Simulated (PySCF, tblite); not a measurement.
# C13H12Se: excited states

Wanted: excited states for C13H12Se (`C[Se]C1=CC=CC=CC1=C1C=CC=C1`).

Computed with tblite 0.8.0 and PySCF 2.14.0 and routines of our own; the level stands in each step. Atoms count from 0.

## 1. The starting structure

26 atoms, charge 0, multiplicity 1; geometry from: force field or distance geometry start.

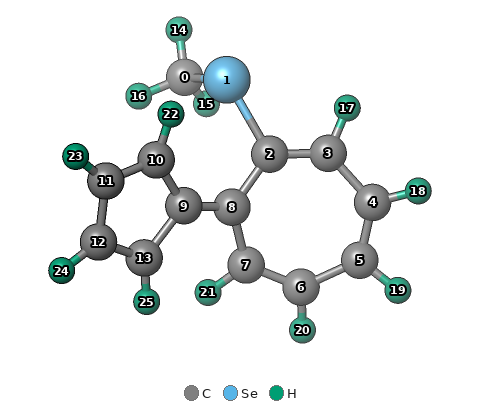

The starting geometry (carbon grey, selenium blue, hydrogen teal).

## 2. Optimising the geometry with GFN2-xTB

What the job is given:

```
{"job": {"kind": "relax", "xc": "GFN2-xTB", "basis": "xTB"}, "charge": 0, "multiplicity": 1}
C      0.166900     3.153700     1.009200
Se     0.245900     1.508800     2.018500
C      0.987500     0.178500     0.857200
C      2.213800    -0.235300     1.070500
C      3.034200    -1.239600     0.364600
C      2.824800    -1.640100    -0.904300
C      1.773500    -1.199900    -1.843900
C      0.605600    -0.603700    -1.568100
C      0.099400    -0.250900    -0.219900
C     -1.200100    -0.360500    -0.022800
C     -2.056300    -0.143600     1.116400
C     -3.341000    -0.371100     0.785600
C     -3.374200    -0.745400    -0.596800
C     -2.117800    -0.748600    -1.103700
H      0.249800     4.010100     1.707700
H      0.913700     3.197300     0.222000
H     -0.845800     3.209700     0.532900
H      2.696300     0.224600     1.947800
H      3.860900    -1.666300     0.897700
H      3.532400    -2.375800    -1.272200
H      1.967600    -1.381700    -2.887000
H     -0.045400    -0.369600    -2.414300
H     -1.788600     0.149300     2.129500
H     -4.210300    -0.288100     1.444600
H     -4.276400    -0.984400    -1.144000
H     -1.937500    -1.005100    -2.113900
```

On the command line:

```sh
OMP_NUM_THREADS=1 python excited_run.py task.json out
```

This one command runs all jobs of the session in turn.

The log of the run:

```text
step      E/eV     max force
  0   -1006.35008    2.925
  1   -1006.60021    1.847
  2   -1006.71846    1.023
  3   -1006.81126    0.807
  4   -1006.85833    0.659
  5   -1006.89843    0.554
  6   -1006.92429    0.383
  7   -1006.94054    0.314
  8   -1006.94990    0.243
  9   -1006.95849    0.231
 10   -1006.96666    0.215
 11   -1006.97400    0.176
 12   -1006.97964    0.172
 13   -1006.98405    0.173
 14   -1006.98785    0.162
 15   -1006.99095    0.128
 16   -1006.99323    0.093
 17   -1006.99520    0.095
 18   -1006.99749    0.136
 19   -1007.00028    0.145
 20   -1007.00359    0.122
 21   -1007.00773    0.143
 22   -1007.01338    0.184
 23   -1007.02079    0.213
 24   -1007.02915    0.219
 25   -1007.03807    0.224
 26   -1007.04798    0.210
 27   -1007.05998    0.307
 28   -1007.07390    0.295
 29   -1007.08653    0.216
 30   -1007.09570    0.197
 31   -1007.10294    0.245
 32   -1007.10781    0.240
 33   -1007.11307    0.177
 34   -1007.11701    0.138
 35   -1007.12261    0.158
 36   -1007.12617    0.195
 37   -1007.13194    0.140
 38   -1007.13582    0.121
 39   -1007.13933    0.115
 40   -1007.14278    0.154
 41   -1007.14698    0.167
 42   -1007.15070    0.107
 43   -1007.15337    0.095
 44   -1007.15549    0.098
 45   -1007.15776    0.118
 46   -1007.16004    0.103
 47   -1007.16178    0.088
 48   -1007.16315    0.090
 49   -1007.16461    0.090
 50   -1007.16713    0.134
 51   -1007.16954    0.127
 52   -1007.17154    0.079
 53   -1007.17303    0.089
 54   -1007.17454    0.081
 55   -1007.17633    0.095
 56   -1007.17832    0.097
 57   -1007.18024    0.088
 58   -1007.18203    0.087
 59   -1007.18372    0.107
 60   -1007.18523    0.099
 61   -1007.18632    0.054
 62   -1007.18703    0.047
 63   -1007.18761    0.061
 64   -1007.18822    0.081
 65   -1007.18895    0.072
 66   -1007.18973    0.063
 67   -1007.19052    0.066
 68   -1007.19131    0.068
 69   -1007.19213    0.066
 70   -1007.19302    0.064
 71   -1007.19399    0.072
 72   -1007.19503    0.070
 73   -1007.19607    0.094
 74   -1007.19707    0.067
 75   -1007.19806    0.068
 76   -1007.19897    0.060
 77   -1007.19983    0.050
 78   -1007.20043    0.058
 79   -1007.20119    0.054
 80   -1007.20197    0.056
 81   -1007.20286    0.060
 82   -1007.20375    0.072
 83   -1007.20466    0.078
 84   -1007.20555    0.072
 85   -1007.20637    0.050
 86   -1007.20706    0.074
 87   -1007.20762    0.052
 88   -1007.20809    0.047
 89   -1007.20853    0.050
 90   -1007.20897    0.049
 91   -1007.20946    0.057
 92   -1007.20997    0.047
 93   -1007.21055    0.051
 94   -1007.21109    0.042
 95   -1007.21154    0.052
 96   -1007.21191    0.046
 97   -1007.21223    0.034
 98   -1007.21247    0.028
 99   -1007.21264    0.021
100   -1007.21275    0.025
101   -1007.21285    0.024
102   -1007.21296    0.022
103   -1007.21305    0.019
104   -1007.21312    0.015
105   -1007.21320    0.018
106   -1007.21327    0.016
107   -1007.21334    0.017
108   -1007.21342    0.019
109   -1007.21352    0.020
110   -1007.21363    0.020
111   -1007.21375    0.023
112   -1007.21384    0.025
113   -1007.21391    0.018
114   -1007.21398    0.020
115   -1007.21404    0.019
116   -1007.21411    0.016
117   -1007.21416    0.016
118   -1007.21420    0.015
119   -1007.21425    0.015
120   -1007.21431    0.014
121   -1007.21437    0.015
122   -1007.21443    0.016
123   -1007.21449    0.016
124   -1007.21455    0.017
125   -1007.21462    0.017
126   -1007.21468    0.018
127   -1007.21476    0.022
128   -1007.21484    0.020
129   -1007.21490    0.020
130   -1007.21494    0.013
131   -1007.21496    0.007
```

Run time: 1.9 s. Hardware: 1 thread of Intel Xeon 6975P-C, shared host; peak memory 0.18 GiB.

Along the way: (not every step is listed)

```csv
step,energy from step 0 (eV),largest force (eV/Å)
0,0.0000,2.9246
1,-0.2501,1.8473
2,-0.3684,1.0227
3,-0.4612,0.8070
4,-0.5082,0.6590
5,-0.5483,0.5535
6,-0.5742,0.3826
7,-0.5905,0.3138
8,-0.5998,0.2434
19,-0.6502,0.1455
30,-0.7456,0.1972
41,-0.7969,0.1669
52,-0.8215,0.0791
63,-0.8375,0.0612
74,-0.8470,0.0671
85,-0.8563,0.0504
96,-0.8618,0.0464
107,-0.8633,0.0167
118,-0.8641,0.0154
126,-0.8646,0.0185
127,-0.8647,0.0220
128,-0.8648,0.0195
129,-0.8648,0.0198
130,-0.8649,0.0131
131,-0.8649,0.0068
```

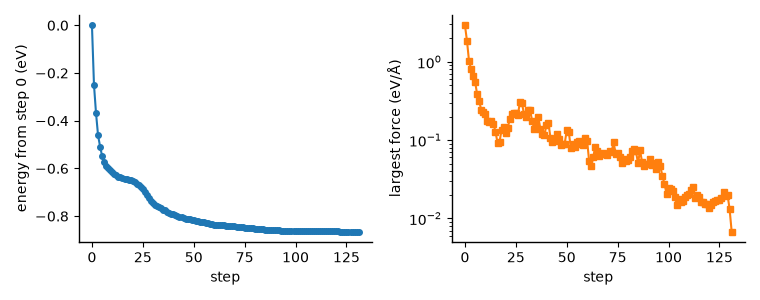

Energy and force, step by step.

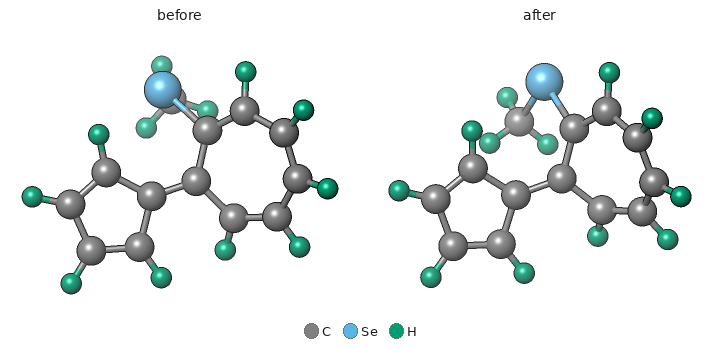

Before and after, at one scale.

Distances of close pairs at the start and the end, largest changes first:

```csv
bond,before (Å),after (Å),change (Å)
C3–C4,1.476,1.421,-0.055
C5–C6,1.477,1.427,-0.051
C8–C9,1.319,1.363,+0.045
C2–C3,1.312,1.355,+0.044
C0–H16,1.121,1.088,-0.033
C7–C8,1.483,1.450,-0.032
C0–H14,1.108,1.087,-0.021
C11–H23,1.094,1.075,-0.019
```

The final coordinates are the input of the step that follows.

## 3. Infrared spectrum with GFN2-xTB

What the job is given:

```
{"job": {"kind": "ir", "xc": "GFN2-xTB", "basis": "xTB"}, "charge": 0, "multiplicity": 1}
C     -0.401348     2.832562     0.739082
Se     0.846080     1.863380     1.879166
C      1.169884     0.276310     0.837254
C      2.285499    -0.419569     1.166354
C      2.837367    -1.537947     0.484916
C      2.706225    -1.802365    -0.837899
C      1.949632    -1.041083    -1.777620
C      0.878089    -0.263228    -1.524793
C      0.248017    -0.065585    -0.233494
C     -1.103971    -0.142088    -0.074420
C     -1.847246    -0.078069     1.172047
C     -3.147173    -0.321289     0.901267
C     -3.295732    -0.530336    -0.521728
C     -2.083411    -0.429694    -1.106849
H     -0.500171     3.826185     1.169156
H      0.014407     2.899621    -0.263652
H     -1.364132     2.327040     0.726053
H      2.813057    -0.099751     2.060133
H      3.518962    -2.150352     1.060872
H      3.284543    -2.617814    -1.252059
H      2.242605    -1.161679    -2.813562
H      0.381199     0.210119    -2.362799
H     -1.405774     0.083230     2.139214
H     -3.956790    -0.361283     1.607834
H     -4.231957    -0.733841    -1.010069
H     -1.858907    -0.539859    -2.151132
```

The log of the run:

```text
mode    cm-1     km/mol
  1      52.7      2.50
  2      66.7      1.75
  3      78.3      0.16
  4     100.0      0.37
  5     130.8      0.38
  6     135.5      1.42
  7     144.5      1.72
  8     195.8      1.12
  9     217.7      0.66
 10     232.1      1.57
 11     286.5      3.73
 12     317.9      3.14
 13     384.5      3.27
 14     446.4      1.72
 15     477.0      3.73
 16     516.0      1.83
 17     527.3      1.08
 18     558.8      4.56
 19     566.6      5.58
 20     574.9     14.89
 21     614.6      1.23
 22     737.6     14.56
 23     783.4      1.72
 24     785.2     26.51
 25     789.2      7.83
 26     793.0     19.25
 27     812.5     12.69
 28     845.8      3.78
 29     852.5      0.24
 30     853.7     11.55
 31     855.4      9.45
 32     876.7     22.96
 33     884.2      5.79
 34     887.3     30.27
 35     915.6      5.74
 36     918.8      0.66
 37     991.1      0.39
 38    1017.2      4.51
 39    1068.2     22.85
 40    1081.6     18.73
 41    1099.3      2.64
 42    1120.4      6.22
 43    1168.5      2.40
 44    1204.6      2.98
 45    1233.9      2.40
 46    1244.3      2.93
 47    1276.8      3.97
 48    1283.5      0.38
 49    1319.8     21.27
 50    1333.6     22.79
 51    1354.6      3.82
 52    1415.9      1.82
 53    1423.1      5.52
 54    1425.4     13.28
 55    1490.1    323.44
 56    1529.8     56.91
 57    1577.3     74.48
 58    1584.5      2.95
 59    1593.2     98.56
 60    1627.7     29.89
 61    2998.6      5.13
 62    3010.9     11.09
 63    3011.9      8.89
 64    3026.1      8.65
 65    3037.9      3.19
 66    3050.3     14.15
 67    3055.5     34.23
 68    3068.8     70.29
 69    3116.3      9.97
 70    3123.7     36.69
 71    3134.2     82.78
 72    3145.1     63.48
```

Wall time 1.9 s (1 thread of Intel Xeon 6975P-C, shared host); peak memory 0.18 GiB.

The strongest bands and the atoms that carry them (share of the mass-weighted mode):

```
cm⁻¹  km/mol                                   atoms
1490   323.4  C10 15 %, C13 15 %, C11 12 %, C12 11 %
1530    56.9    C3 14 %, C4 13 %, C10 12 %, C13 12 %
1577    74.5      C3 22 %, C5 15 %, C2 14 %, C6 11 %
1593    98.6               C9 37 %, C8 28 %, C6 14 %
3069    70.3                      H19 55 %, H18 30 %
3124    36.7            H24 64 %, H22 13 %, H25 11 %
3134    82.8            H23 56 %, H22 16 %, H25 14 %
3145    63.5                      H25 67 %, H24 19 %
```

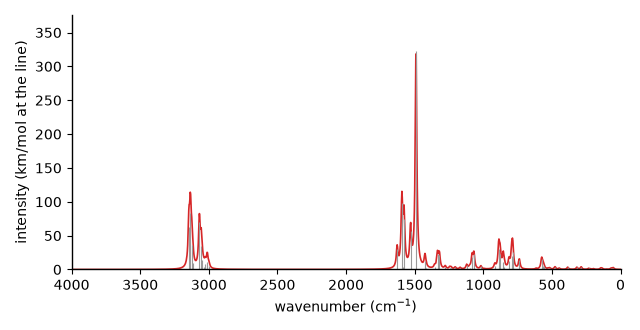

The infrared spectrum from these modes, unscaled. Lines are broadened to a width of 14 cm⁻¹ (Lorentzian).

## 4. Excited states: TDA B3LYP/def2-SVP

Settings changed since step 3:

```diff
@@ -1,2 +1,2 @@
-{"job": {"kind": "ir", "xc": "GFN2-xTB", "basis": "xTB"}, "charge": 0, "multiplicity": 1}
+{"job": {"kind": "states", "xc": "B3LYP", "basis": "def2-SVP", "tda": true, "soc": true, "nstates": 6, "ntriplets": 6, "nquad": 4}, "charge": 0, "multiplicity": 1}
 C     -0.401348     2.832562     0.739082
```

Method: TDA B3LYP/def2-SVP excited states, vertical, gas phase, spin-orbit mean-field couplings.

The log of the run:

```text
coarse grid: 104336 points
cycle   1  E = -2903.3508362295  dE =  1.437e+00  |g| = 5.560e-01  |ddm| = 6.447e+00
cycle   2  E = -2903.2390824781  dE =  1.118e-01  |g| = 8.470e-01  |ddm| = 1.874e+00
cycle   3  E = -2903.4214846837  dE = -1.824e-01  |g| = 2.570e-01  |ddm| = 1.373e+00
cycle   4  E = -2903.4395108438  dE = -1.803e-02  |g| = 7.425e-02  |ddm| = 4.354e-01
cycle   5  E = -2903.4408621042  dE = -1.351e-03  |g| = 3.131e-02  |ddm| = 1.498e-01
cycle   6  E = -2903.4411084810  dE = -2.464e-04  |g| = 9.709e-03  |ddm| = 5.151e-02
cycle   7  E = -2903.4411330185  dE = -2.454e-05  |g| = 3.636e-03  |ddm| = 1.987e-02
cycle   8  E = -2903.4411364210  dE = -3.403e-06  |g| = 6.144e-04  |ddm| = 5.672e-03
final grid: 223248 points
cycle   9  E = -2903.4410770689  dE =  1.671e-07  |g| = 1.211e-03  |ddm| = 5.903e-03
cycle  10  E = -2903.4410755303  dE =  1.539e-06  |g| = 2.603e-03  |ddm| = 4.803e-03
cycle  11  E = -2903.4410774818  dE = -1.952e-06  |g| = 2.220e-04  |ddm| = 3.349e-03
cycle  12  E = -2903.4410774951  dE = -1.325e-08  |g| = 5.018e-05  |ddm| = 3.420e-04
cycle  13  E = -2903.4410774957  dE = -6.489e-10  |g| = 1.382e-05  |ddm| = 7.249e-05
converged SCF energy = -2903.4410774957

Singlet excitations
state   eV       nm        f     d(h-e)  d(exc)  Lambda  PR(NTO)  |dmu|/D   mu/D   main configurations
  1   2.7647   448.5   0.08467   1.612   4.065   0.642   1.034    3.543    4.397   H->L 0.76, H-1->L 0.11, H-2->L 0.09
  2   2.8944   428.4   0.02639   1.556   3.728   0.591   1.029    3.096    1.763   H-1->L 0.86, H->L 0.08
  3   3.2136   385.8   0.07011   1.730   3.965   0.649   1.152    3.169    2.144   H->L+1 0.87
  4   3.3544   369.6   0.00489   3.886   4.836   0.161   1.032    7.544    6.125   H-1->L+1 0.96
  5   3.8791   319.6   0.10357   0.703   3.955   0.607   1.220                     H-2->L+1 0.52, H-2->L 0.35
  6   4.2132   294.3   0.42233   0.975   4.056   0.615   1.594                     H-2->L+1 0.38, H-2->L 0.35

Triplet excitations (Tamm-Dancoff)
state   eV     d(h-e)  d(exc)  Lambda  PR(NTO)   main configurations
  1   1.9613   0.285   3.630   0.641   1.034   H->L 0.78, H-1->L 0.13
  2   2.0224   1.060   3.348   0.591   1.032   H-1->L 0.83, H->L 0.12
  3   2.2705   0.992   3.485   0.656   1.064   H->L+1 0.91
  4   2.9565   1.531   3.821   0.691   1.050   H-2->L 0.85, H->L 0.08
  5   3.3235   3.729   4.766   0.179   1.012   H-1->L+1 0.92
  6   3.4604   1.501   3.702   0.527   1.111   H-2->L+1 0.79
S1 - T1 = 0.8034 eV

Spin-orbit couplings |<S|Hso|T>| (cm-1)
             T1       T2       T3       T4       T5       T6
S0      118.492   50.831   32.864  243.226    9.935   56.297
S1       59.219   19.289   23.956   76.356   17.697   21.525
S2       29.644    8.109    9.759   20.397   33.963   14.880
S3       28.323    7.859   24.711   32.600   16.410   90.850
S4        7.361   38.082    3.709    3.921    3.628   16.458
S5       49.289   14.965   47.163   51.057   16.249   34.035
S6       58.151   24.069   73.191   91.293    5.888   42.284
T1 sublevels (cm-1): 0.000 0.050 1.405   radiative rates (1/s): 42.9 75.9 3.76e+03
```

It took 88 s on 1 thread of Intel Xeon 6975P-C, shared host; peak memory 1.3 GiB.

From this job:

```
  quantity    value
S1 less T1  0.80 eV
```

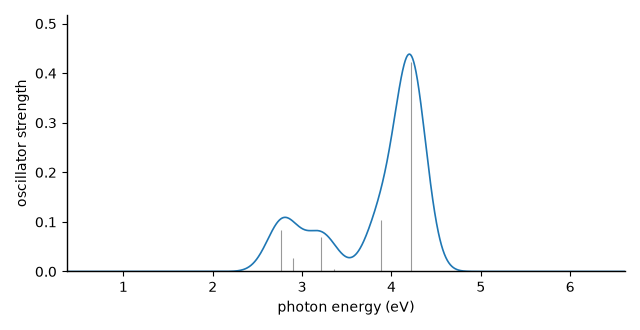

Absorption lines of the singlets. Lines are broadened to a width of 0.40 eV (Gaussian).

## 5. Results

| quantity | value |
| --- | --- |
| strongest single infrared mode (GFN2-xTB) | 1490 cm⁻¹, 323 km/mol |
| zero-point energy (GFN2-xTB) | 125.0 kcal/mol |
| S1 less T1 (step 4, TDA B3LYP/def2-SVP) | 0.80 eV |

**Reading.** All 72 modes are real, so the xTB geometry is a minimum. The strongest single mode, at 1490 cm⁻¹, has its largest shares on C10, C13, C11 and C12 (the list is cut at 4 atoms). Unscaled tight-binding wavenumbers are off by several per cent, some by more. Its intensities can rank the bands wrongly. Scalar relativity is left out for the heavy atoms. In step 4, the number of triplets below S1 is 3, and the largest singlet-triplet spin-orbit coupling is S0–T4, 243.23 cm⁻¹.
